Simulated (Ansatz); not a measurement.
**CH3F2InO: a changed input and its effect**

System: CH3F2InO, SMILES [OH][In]([F])[CH2]F.
Method of run A: RKS PBE-D4/def2-TZVPP (Ansatz 0.2.0).

The geometry comes from this level: PBE0-D4/def2-TZVP. Text and figures count atoms from 1; the logs count them from 0 in places.

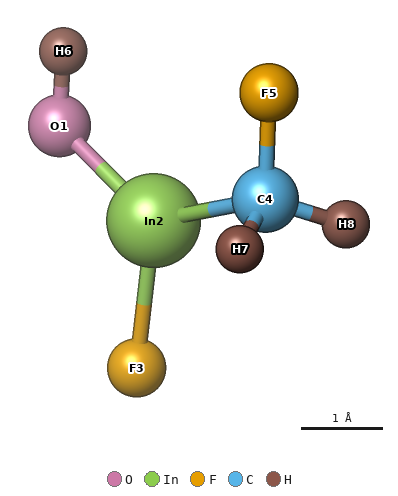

Figure 1. The structure (ball-and-stick view, seen at a tilt; atoms are numbered from 1 in the order of the input). Sticks mark near contacts.

## Input, run A
```yaml
crystal:
  periodic: [false, false, false]
  atoms:
    - {symbol: O, position_ang: [-0.108918, 1.739763, 1.757885]}
    - {symbol: In, position_ang: [0.301717, 0.071483, 0.799092]}
    - {symbol: F, position_ang: [1.337604, -1.074981, 1.992037]}
    - {symbol: C, position_ang: [-0.116637, -0.727698, -1.168073]}
    - {symbol: F, position_ang: [-0.826475, 0.176230, -1.931277]}
    - {symbol: H, position_ang: [-0.619793, 2.361599, 1.233468]}
    - {symbol: H, position_ang: [0.824932, -0.958010, -1.671377]}
    - {symbol: H, position_ang: [-0.700231, -1.645486, -1.067657]}
basis:
  gaussian: {orbitals: def2-TZVPP}
hamiltonian: {xc: pbe, dispersion: d4}
output: {forces: true, orbitals: {seedname: orbitals}}
```

Command:
```bash
ansatz run in.yaml --threads 4 --pin off --events-out ev --progress --plain --max-ram 10444MiB
```

Hardware: 4 threads of Intel Xeon @ 2.90GHz, 15 GiB of memory available, shared host.

## Output (run A)
```
Functional definition: PBE
  parameter kappa = 0.804
  parameter beta = 0.06672455060314922
  exchange = pbe_x(kappa = kappa, mu = beta*pi^2/3)
  correlation = pbe_c(beta = beta)
1208 factors; their error is unknown
mean field evaluation 1: about -13720.8134 eV, gradient 9.4e1 eV
mean field evaluation 2: about -13609.1677 eV, gradient 2.2e2 eV
mean field evaluation 4: about -13735.7866 eV, gradient 1.9e1 eV
mean field evaluation 8: about -13736.6210 eV, gradient 2.5e-1 eV
mean field evaluation 16: about -13736.6095 eV, gradient 1.3e-2 eV
mean field -13736.60951528 eV, -504.8110886782 hartree, gradient 4.2e-5 eV, S^2 0.000000; 0 other end points of the search recorded, 0 dependent functions left out
the calculation of the forces begins
reference -13736.60958496 eV, -504.8110912388 hartree; 28, 28 occupied and 188, 188 virtual orbitals, 1208 factors
Total energy: -13736.73656296 eV, -504.8157575944 hartree
Atom 0 at    -0.108918     1.739763     1.757885 Å, force     0.175902     0.146370     0.604425 eV/Å
Atom 1 at     0.301717     0.071483     0.799092 Å, force    -0.131019    -0.033744    -0.360190 eV/Å
Atom 2 at     1.337604    -1.074981     1.992037 Å, force     0.287578    -0.305550     0.347847 eV/Å
Atom 3 at    -0.116637    -0.727698    -1.168073 Å, force     0.106880    -0.216463     0.022417 eV/Å
Atom 4 at    -0.826475     0.176230    -1.931277 Å, force    -0.293060     0.374546    -0.311850 eV/Å
Atom 5 at    -0.619793     2.361599     1.233468 Å, force    -0.263773     0.296173    -0.300491 eV/Å
Atom 6 at     0.824932    -0.958010    -1.671377 Å, force     0.235321    -0.050272    -0.070806 eV/Å
Atom 7 at    -0.700231    -1.645486    -1.067657 Å, force    -0.117828    -0.211059     0.068649 eV/Å
Dipole moment:    -0.271471     0.007771    -0.640348 e Å
```

The input of run B differs as follows (lines with − go, lines with + come):
```diff
-hamiltonian: {xc: pbe, dispersion: d4}
+hamiltonian: {xc: {name: wB97M-V}}
```

How does run B compare with run A?

The total energies belong to different models, so their difference says nothing on which is more stable or more accurate. The largest force goes from 0.646 to 0.449 eV/Å. The HOMO goes from −6.95 to −10.58 eV. The LUMO goes from −2.49 to 0.19 eV. On the same kind of shared host run B took about 3.4 times as long.

## Output (run B)
```
Functional definition: wB97M-V
  parameter omega = 0.3/bohr
  parameter cx = 0.15
  parameter cx01 = 1.007
  parameter cx10 = 0.259
  parameter css00 = 0.443
  parameter css04 = -1.437
  parameter css10 = -4.535
  parameter css20 = -3.390
  parameter css43 = 4.278
  parameter cos00 = 1.000
  parameter cos10 = 1.358
  parameter cos20 = 2.924
  parameter cos21 = -8.812
  parameter cos60 = -1.390
  parameter cos61 = 9.142
  parameter b = 6.0
  parameter c = 0.01
  gx(w, u) = 1 - cx + cx01*u + cx10*w
  gss(w, u) = css00 + css04*u^4 + css10*w + css20*w^2 + css43*w^4*u^3
  gos(w, u) = cos00 + cos10*w + (cos20 + cos21*u)*w^2 + (cos60 + cos61*u)*w^6
  exchange = spin_sum(e_x_unif_sr(omega)*gx(b97_w, b97_u_x)) + cx*exact_x_sr(omega) + exact_x_lr(omega)
  correlation = spin_sum(e_c_pw_mod_same_spin*gss(b97_w, b97_u_same))
      + integral(e_c_pw_mod_opposite_spin*gos(b97_w_opposite, b97_u_opposite)) + vv10(b, c)
1244 factors; their error is unknown
270 factors; integrals over basis functions are off by at most 1.1e-5 eV
mean field evaluation 1: about -13733.2817 eV, gradient 6.9e1 eV
mean field evaluation 2: about -13726.3435 eV, gradient 9.8e1 eV
mean field evaluation 4: about -13741.2368 eV, gradient 3.6e0 eV
mean field evaluation 8: about -13741.2989 eV, gradient 3.7e-1 eV
mean field evaluation 16: about -13741.2991 eV, gradient 4.8e-5 eV
mean field -13741.29909620 eV, -504.9834275982 hartree, gradient 4.9e-5 eV, S^2 0.000000; 0 other end points of the search recorded, 0 dependent functions left out
the calculation of the forces begins
reference -13741.29917667 eV, -504.9834305557 hartree; 28, 28 occupied and 188, 188 virtual orbitals, 1244 factors
Total energy: -13741.29917667 eV, -504.9834305557 hartree
Atom 0 at    -0.108918     1.739763     1.757885 Å, force    -0.040131     0.016996    -0.080134 eV/Å
Atom 1 at     0.301717     0.071483     0.799092 Å, force    -0.027192    -0.026680    -0.100249 eV/Å
Atom 2 at     1.337604    -1.074981     1.992037 Å, force     0.007784    -0.009459     0.009611 eV/Å
Atom 3 at    -0.116637    -0.727698    -1.168073 Å, force     0.229616    -0.258864     0.286547 eV/Å
Atom 4 at    -0.826475     0.176230    -1.931277 Å, force    -0.167002     0.220592    -0.168570 eV/Å
Atom 5 at    -0.619793     2.361599     1.233468 Å, force     0.031194    -0.016941     0.056328 eV/Å
Atom 6 at     0.824932    -0.958010    -1.671377 Å, force    -0.110686    -0.004225     0.035827 eV/Å
Atom 7 at    -0.700231    -1.645486    -1.067657 Å, force     0.076416     0.078581    -0.039360 eV/Å
Dipole moment:    -0.265962    -0.007496    -0.643028 e Å
```

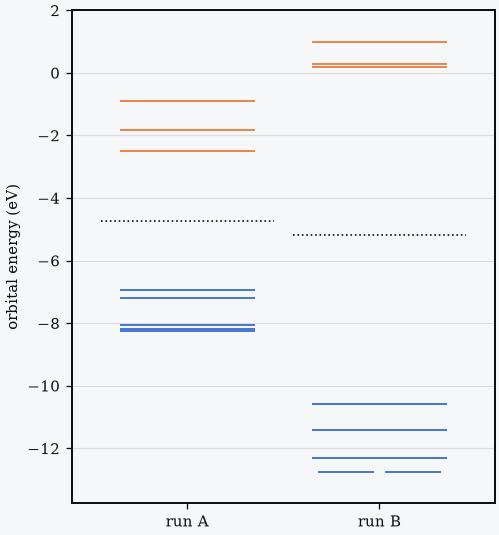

Figure 2. The five highest filled and three lowest empty orbital energies of the two runs; the dotted lines part filled from empty levels. The HOMO–LUMO gap is 4.46 eV in run A and 10.78 eV in run B.

## The two runs side by side

| quantity | run A | run B |
| --- | --- | --- |
| outcome | converged | converged |
| total energy (hartree) | −504.815758 | −504.983431 |
| HOMO (eV) | −6.95 | −10.58 |
| LUMO (eV) | −2.49 | 0.19 |
| dipole moment (D) | 3.34 | 3.34 |
| largest force (eV/Å) | 0.646 | 0.449 |
| basis functions | 216 | 216 |
| wall time (shared host) | 2.5 s | 8.5 s |
